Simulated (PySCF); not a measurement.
CH₄F₂, SMILES `[H][H].FCF`.

Method: PBE0/cc-pVTZ; geometry: GFN2-xTB; program: PySCF.

The calculation's input:

```python
import numpy as np
from pyscf import gto, scf, dft
from pyscf.scf import atom_ks, atom_hf
from scipy.linalg import block_diag
from pyscf.dispersion import dftd3

def solve(mol, dm0=None, hcore=None):
    mf = (dft.UKS if mol.spin else dft.RKS)(mol, xc='pbe0')
    mf.grids.level = 3
    mf = mf.density_fit(auxbasis='def2-universal-jkfit')
    mf.conv_tol, mf.max_cycle = 1e-8, 80
    if hcore is not None:
        mf.get_hcore = lambda *args: hcore
    mf.kernel(dm0)
    if not mf.converged:
        mf = mf.newton().run(mf.mo_coeff, mf.mo_occ, max_cycle=30)
    assert mf.converged, 'SCF not converged'
    return mf

mol = gto.M(atom='''
H     -2.07948    -2.26581    -0.36433
H     -2.41922    -1.61929    -0.09710
F      0.92802    -0.64855     0.26656
C      0.31264     0.32280    -0.42907
F     -0.74350     0.74661     0.28614
H      1.01046     1.16138    -0.55998
H     -0.04826    -0.09564    -1.37845
''', basis='cc-pvtz', charge=0, spin=0, verbose=4)
mol_a = gto.M(atom='''
H     -2.07948    -2.26581    -0.36433
H     -2.41922    -1.61929    -0.09710
ghost-F      0.92802    -0.64855     0.26656
ghost-C      0.31264     0.32280    -0.42907
ghost-F     -0.74350     0.74661     0.28614
ghost-H      1.01046     1.16138    -0.55998
ghost-H     -0.04826    -0.09564    -1.37845
''', basis='cc-pvtz', charge=0, spin=0, verbose=4)
mol_b = gto.M(atom='''
ghost-H     -2.07948    -2.26581    -0.36433
ghost-H     -2.41922    -1.61929    -0.09710
F      0.92802    -0.64855     0.26656
C      0.31264     0.32280    -0.42907
F     -0.74350     0.74661     0.28614
H      1.01046     1.16138    -0.55998
H     -0.04826    -0.09564    -1.37845
''', basis='cc-pvtz', charge=0, spin=0, verbose=4)
ab, a, b = solve(mol), solve(mol_a), solve(mol_b)
e_int = ab.e_tot - a.e_tot - b.e_tot
print('counterpoise-corrected interaction energy / kcal/mol', e_int * 627.5095)
def disp(atoms, charge):
    m = gto.M(atom=atoms, charge=charge, basis='sto-3g', spin=None, unit='Bohr', verbose=0)
    return dftd3.DFTD3Dispersion(m, xc='pbe0', version='d3bj').get_dispersion()['energy']
e_disp = disp(mol._atom, mol.charge) - disp(mol._atom[:2], mol_a.charge) - disp(mol._atom[2:], mol_b.charge)
print('D3(BJ) part / kcal/mol', e_disp * 627.5095)
# spherically averaged free atoms, for the promolecule
atm = atom_ks.get_atm_nrks(mol, xc='pbe0')
pro = block_diag(*[(atm[a[0]][2] * atm[a[0]][3]) @ atm[a[0]][2].T for a in mol._atom])
np.savez('result.npz', e_int=e_int, e_disp=e_disp, dm_a=a.make_rdm1(), dm_b=b.make_rdm1(), c=ab.mo_coeff, occ=ab.mo_occ, eps=ab.mo_energy, pro=pro, d=[f.dip_moment(verbose=0) for f in (ab, a, b)])
```

Run with:

```sh
OMP_NUM_THREADS=1 python input.py
```

The run took 19 s on 1 thread of Intel(R) Xeon(R) Platinum 8488C (Sapphire Rapids) (shared host), peak memory 0.58 GiB.

Partitions, critical points and surface values were worked out afterwards from this run's density.

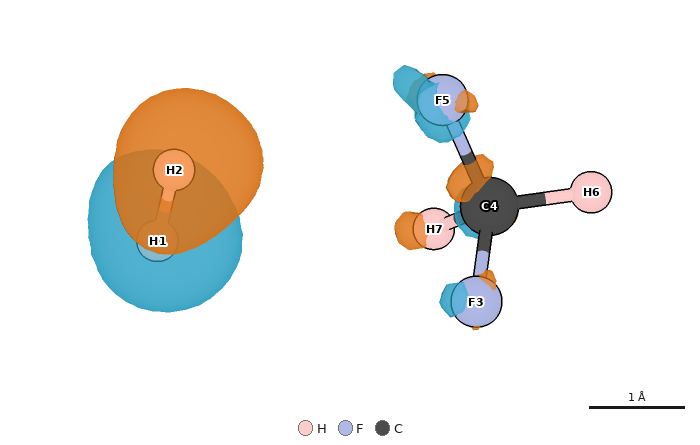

Density of the complex less the densities of the two fragments at the same geometry, ±0.0008 e/Å³ (light blue: gain, orange: loss). Fragment A: H2 (atoms 1–2); fragment B: H2CF2.

Q: Which way does charge flow?

A: Hirshfeld charges show almost no net transfer (under 0.005 e). 0.01 e is displaced in all, which induces a dipole of 0.03 D.

Q: What is the interaction energy, and which contacts carry it?

A: The counterpoise-corrected interaction energy of the frozen fragments is −0.2 kcal/mol without dispersion correction and −0.5 kcal/mol with D3(BJ). The pair geometry is semi-empirical, not a minimum at this level. Contacts: H2···F5, 2.92 Å, ρ = 0.003 a.u. The pose is a local one from a semi-empirical search, not shown to be the most stable.
